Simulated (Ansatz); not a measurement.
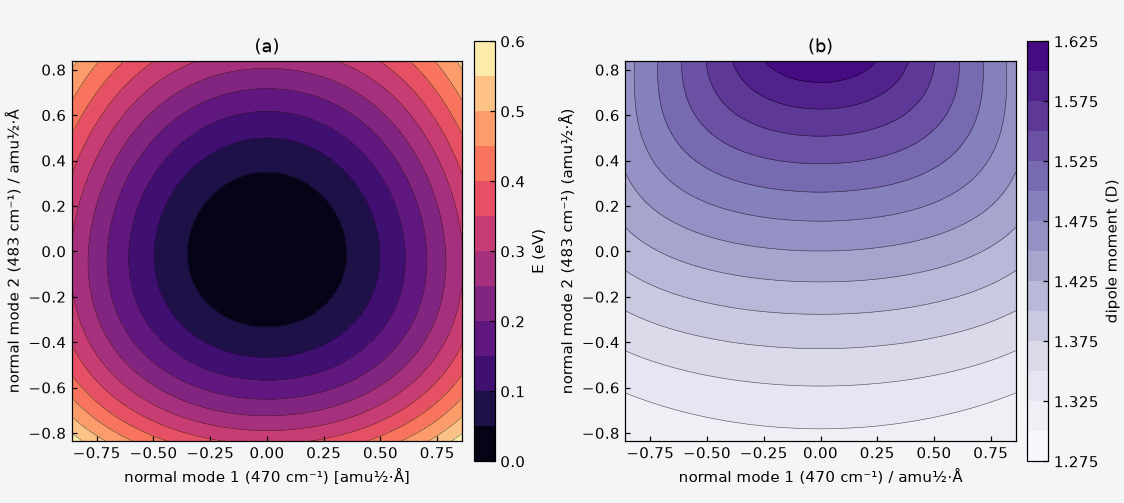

CHF₂O, SMILES [O]C(F)F, spin multiplicity 2. The first coordinate is: normal mode 1 (470 cm⁻¹); the second: normal mode 2 (483 cm⁻¹). Nothing is relaxed (straight displacements along the two mass-weighted modes). The grid has 15 × 15 points; 120 points were computed and 105 follow by symmetry. Points are written as (first, second). All energies are given in eV relative to the lowest grid point. Computed with Ansatz, UKS PBE-D4/def2-TZVP.

Panel (a) is the energy and panel (b) the computed dipole moment on the same grid.

The picture shows filled contours. Between grid points the surface is interpolated.

**How does the dipole moment vary over the map, and what is it at the lowest grid point?**

Leaving out the highest fifth of the energies, it runs from 1.32 D at (−0.123 amu½·Å, −0.837 amu½·Å) to 1.62 D at (0.000 amu½·Å, 0.837 amu½·Å). At the lowest grid point, (0.000 amu½·Å, 0.000 amu½·Å), it is 1.45 D.

```
normal mode 2 (483 cm⁻¹) ↓, normal mode 1 (470 cm⁻¹) →  −0.860  −0.737  −0.614  −0.491  −0.369  −0.246  −0.123  0.000  0.123  0.246  0.369  0.491  0.614  0.737  0.860
                                                 0.837    1.47    1.49    1.52    1.55    1.58    1.60    1.61   1.62   1.61   1.60   1.58   1.55   1.52   1.49   1.47
                                                 0.717    1.47    1.49    1.52    1.55    1.57    1.58    1.59   1.59   1.59   1.58   1.57   1.55   1.52   1.49   1.47
                                                 0.598    1.46    1.49    1.51    1.53    1.55    1.56    1.57   1.57   1.57   1.56   1.55   1.53   1.51   1.49   1.46
                                                 0.478    1.46    1.48    1.50    1.52    1.53    1.54    1.54   1.54   1.54   1.54   1.53   1.52   1.50   1.48   1.46
                                                 0.358    1.45    1.47    1.49    1.50    1.51    1.51    1.52   1.52   1.52   1.51   1.51   1.50   1.49   1.47   1.45
                                                 0.239    1.44    1.46    1.47    1.48    1.49    1.49    1.49   1.50   1.49   1.49   1.49   1.48   1.47   1.46   1.44
                                                 0.119    1.43    1.44    1.45    1.46    1.47    1.47    1.47   1.47   1.47   1.47   1.47   1.46   1.45   1.44   1.43
                                                 0.000    1.41    1.42    1.43    1.44    1.44    1.45    1.45   1.45   1.45   1.45   1.44   1.44   1.43   1.42   1.41
                                                −0.119    1.40    1.40    1.41    1.42    1.42    1.43    1.43   1.43   1.43   1.43   1.42   1.42   1.41   1.40   1.40
                                                −0.239    1.38    1.39    1.39    1.40    1.40    1.40    1.41   1.41   1.41   1.40   1.40   1.40   1.39   1.39   1.38
                                                −0.358    1.36    1.37    1.37    1.38    1.38    1.38    1.39   1.39   1.39   1.38   1.38   1.38   1.37   1.37   1.36
                                                −0.478    1.34    1.35    1.36    1.36    1.36    1.37    1.37   1.37   1.37   1.37   1.36   1.36   1.36   1.35   1.34
                                                −0.598    1.33    1.33    1.34    1.34    1.35    1.35    1.35   1.35   1.35   1.35   1.35   1.34   1.34   1.33   1.33
                                                −0.717    1.31    1.32    1.32    1.33    1.33    1.33    1.33   1.33   1.33   1.33   1.33   1.33   1.32   1.32   1.31
                                                −0.837    1.30    1.31    1.31    1.31    1.32    1.32    1.32   1.32   1.32   1.32   1.32   1.31   1.31   1.31   1.30
```
